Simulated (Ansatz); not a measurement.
# CHOSi (SMILES O=C=[SiH]) (doublet): what the fields show

```xyz
4

C    -0.5888    1.0969    3.2810
O    -0.7013    2.2063    3.0093
Si   -0.2931   -0.6226    3.8921
H    -1.0989   -1.0292    2.6575
```

Geometry: PBE0-D3(BJ)/def2-SVP.

These are results of Ansatz, isolated molecule in a Gaussian basis; Kohn-Sham density functional theory, functional PBE0, not measurements.

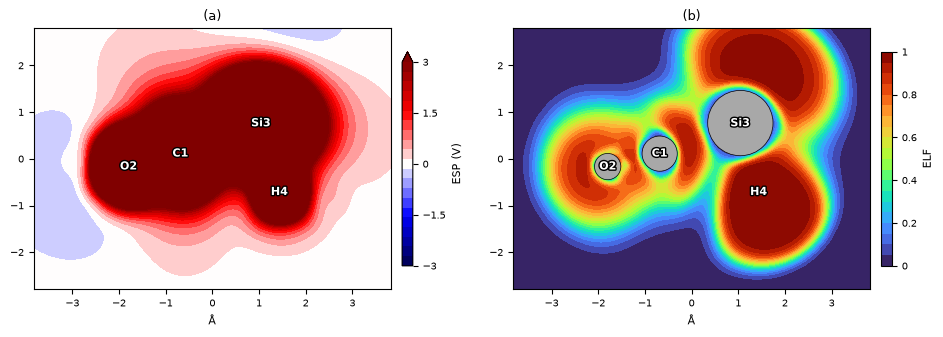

Figure 1. (a) molecular electrostatic potential; (b) electron localisation function on the molecular plane. Grey discs cover the atomic cores in the ELF map.

Question: Describe what can be read from this map.

Answer: The section cuts through C, O, Si and H sites. C–O (1.15 Å): the ELF peaks at about 0.85 between the atoms; a short, multiple covalent bond. C–Si (1.85 Å): the ELF peaks at about 0.95 between the atoms; a shared electron pair. Si–H (1.53 Å): the ELF climbs to about 1 towards the hydrogen, as it does in any bond to H. The ELF also peaks beside O2 and Si3, away from the bonds: non-bonding electrons, paired or unpaired. Outside the dense part of the molecule the potential is most negative (−0.4 V) near O2.

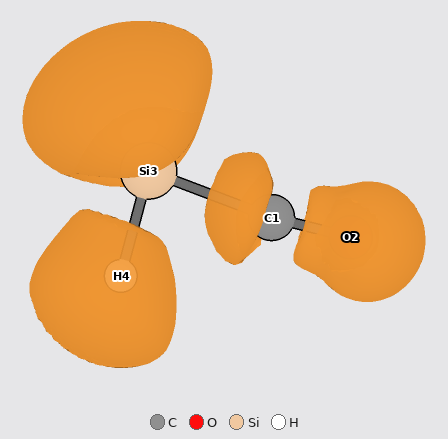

Figure 2. Isosurface of the ELF at 0.75 (orange), seen at a tilt. Core shells and regions of very low density are left out.

Question: Where are the electrons localised?

Answer: At this value the surface marks out one region between bonded C–Si atoms (shared pairs), one region around a hydrogen nucleus, one region on O in which the atom's valence shell and bonds are merged and one lobe on Si, pointing away from the bonds (non-bonding electrons).

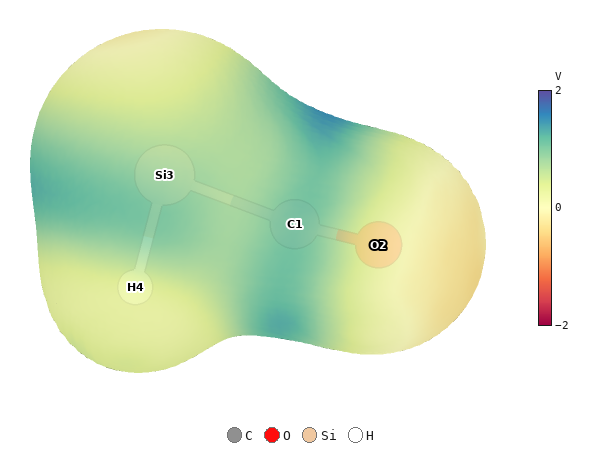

Figure 3. The molecular electrostatic potential painted on the density surface at 0.004 e/bohr³, seen across its widest extent; the colour scale runs from red (negative) to blue (positive).

Question: Where is the surface potential most negative and most positive?

Answer: The most negative region (about −0.3 V, or −7 kcal/mol for a unit charge) lies over O2, the most positive (about +1.5 V, or +35 kcal/mol for a unit charge) over C1.
